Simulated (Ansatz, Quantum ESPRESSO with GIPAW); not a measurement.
# From 19F NMR to local structure in KRb2ScF6

A crystal of composition KRb2ScF6 (one database entry, not always the ambient form) has the 19F spectrum and parameters below, calculated by GIPAW (PBEsol; shifts against CFCl3, scatter of the reference line 5 ppm; spans on the shift scale).

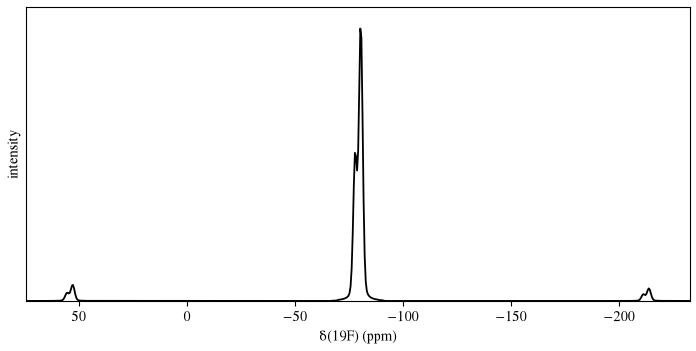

Simulated spectrum: 19F MAS at 62.5 kHz, 11.7 T (468.9 MHz), lines broadened by 2 ppm; rigid lattice, with dipolar and J couplings left out. Lines over 1.5 % of the strongest (ppm: area): 55.3: 0.03, 52.7: 0.06, -77.9: 0.50, -80.6: 1.00, -211.2: 0.02, -213.9: 0.05.

| line | δ_iso (ppm) | relative area | span (ppm) | skew |
| --- | --- | --- | --- | --- |
| A | -77.9 | 1 | 176.0 | 0.85 |
| B | -80.4 | 1 | 179.6 | 0.85 |
| C | -80.7 | 1 | 179.8 | 0.85 |

**Question.** What do these values say of the surroundings and site symmetry of F?

A, B and C: a large, nearly axial span marks one short bond that sets the tensor's axis.  The structure behind these values (space group P2_1/c; other structures could give like values):

| line | surroundings | neighbours | bonds (Å) | site symmetry |
| --- | --- | --- | --- | --- |
| A | bound to ScKRb4 | 6 | 2.02 to 3.62 | 1 |
| B | bound to ScKRb3 | 5 | 2.02 to 3.16 | 1 |
| C | bound to ScKRb3 | 5 | 2.02 to 3.13 | 1 |

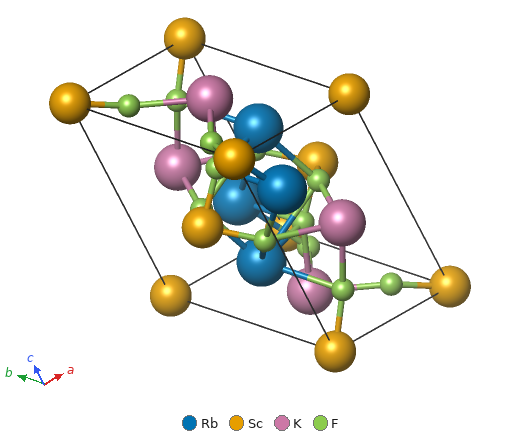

The structure (rubidium blue, scandium orange, potassium pink, fluorine green). Bonds to atoms that aren't drawn are left out. Some periodic images of atoms are drawn too.

[Hosts, paths, dates, database ids (printed as entryN), source tags and the programs' standing remarks are cut or masked in the printed files.]
